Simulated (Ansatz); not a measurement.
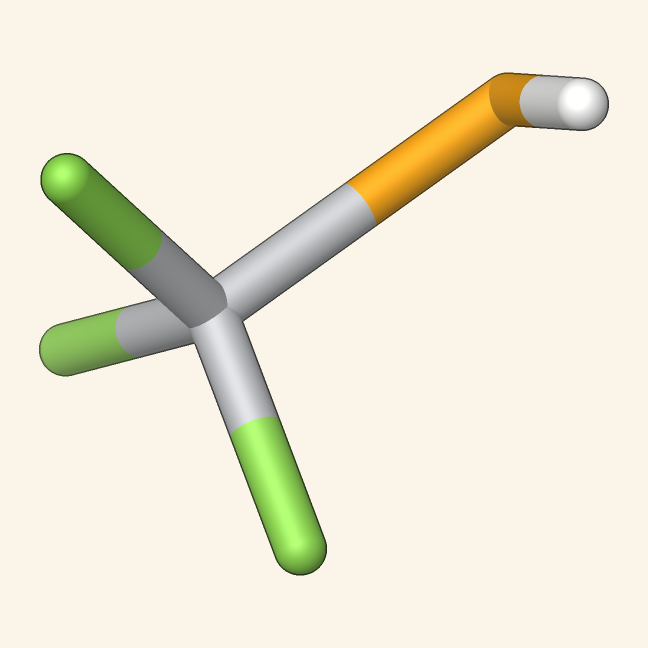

Every bond is drawn as one stick, whatever its order. Colours: titanium light grey, fluorine green, selenium orange, hydrogen white.

Charge 0, singlet. Computed geometry: PBE0-D4/def2-TZVP optimisation.

Question: What is the molecular formula?

Answer: F₃HSeTi, 6 atoms: 3 fluorine, 1 hydrogen, 1 selenium and 1 titanium.

Question: How many sets of symmetry-equivalent atoms are there?

Answer: 5: 1 Ti, 2 F, 1 F, 1 Se, 1 H.

More results for the same structure follow; atom numbers are the same in all pictures, views and colours differ.

Shape

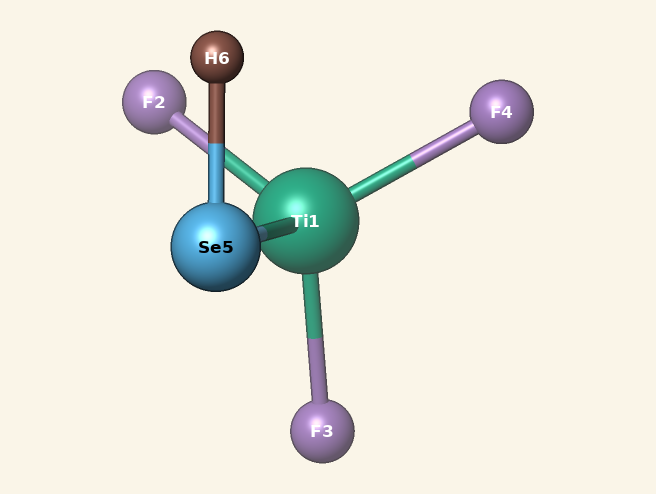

Ti1 lies behind Se5. The molecule seen a little off the Se5–Ti1 bond, Se5 in front. Depth is shown by fading: the farther an atom, the more it takes the colour of the background.

Question: What is the torsion angle H6–Se5–Ti1–F2? The sign is positive where the front bond must turn clockwise to cover the back bond.

Answer: −59°, synclinal (gauche).

Vibrations

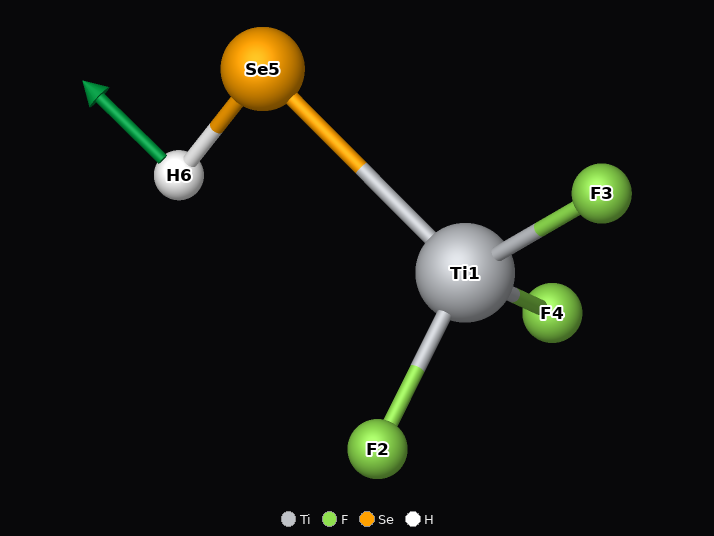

The arrows show one normal mode. Harmonic vibrations computed with RKS PBE0-D4/def2-TZVP (Ansatz 0.2.0) at a stationary point of the same level.

Question: What kind of motion is it?

Answer: Mostly H–Se–Ti bending.

Question: At what wavenumber does it lie?

Answer: 472 cm⁻¹; it is mode 8 of 12 counted from the lowest.

Dipole moment

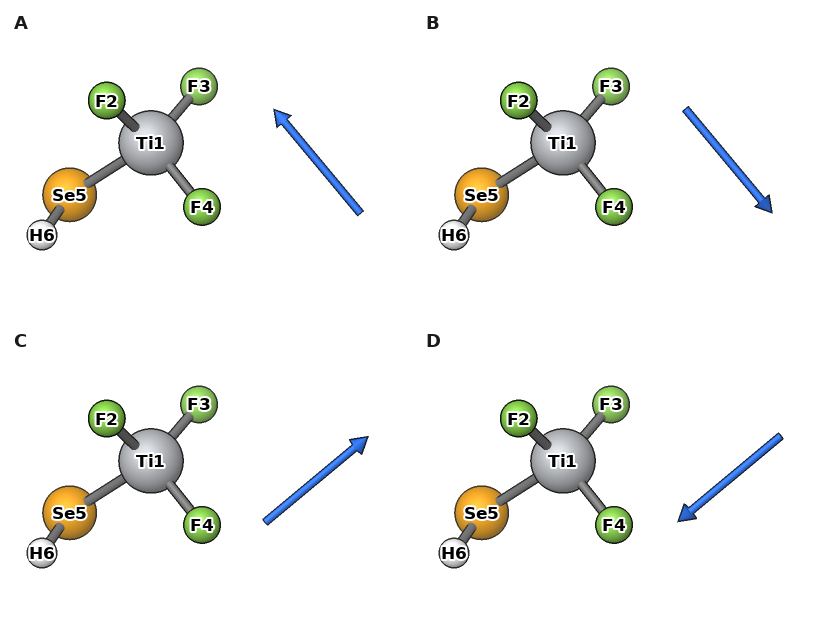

The same molecule four times, each with an arrow. Method: RKS PBE0-D4/def2-TZVP (Ansatz 0.2.0).

Question: Which arrow points along the dipole moment, from the negative to the positive end?

Answer: D. The dipole moment is 0.93 D; it points from the side of F3 to the side of H6 (the outermost atoms at the two ends).

Charges

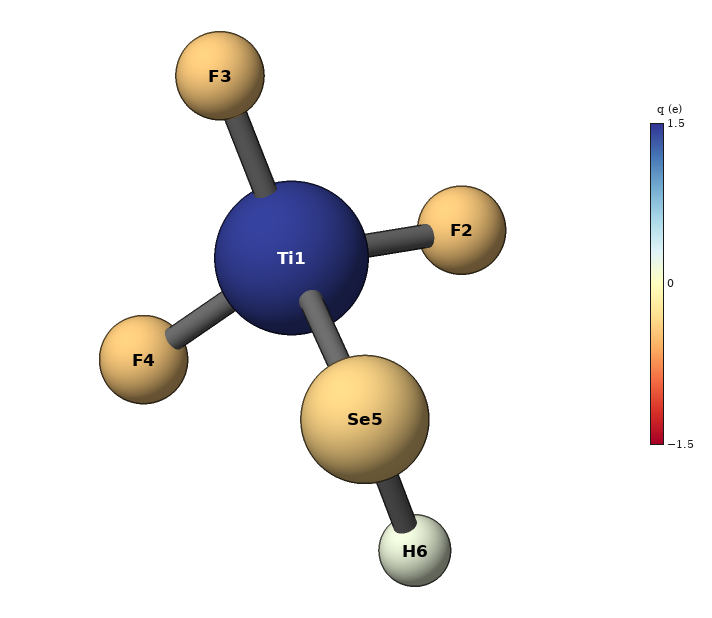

Atoms are coloured by their Mulliken charges. Properties computed with RKS PBE0-D4/def2-TZVP (Ansatz 0.2.0).

Question: Which atom carries the highest charge (most positive or least negative)?

Answer: Ti1 (1.45 e).

Question: And the lowest?

Answer: F2, F4 (−0.42 e).

List the Mulliken charges.

| atom | value (e) |
| --- | --- |
| Ti1 | 1.45 |
| F2 | −0.42 |
| F3 | −0.41 |
| F4 | −0.42 |
| Se5 | −0.36 |
| H6 | 0.16 |

Mulliken values depend strongly on the basis set and can even reverse the polarity of a bond.
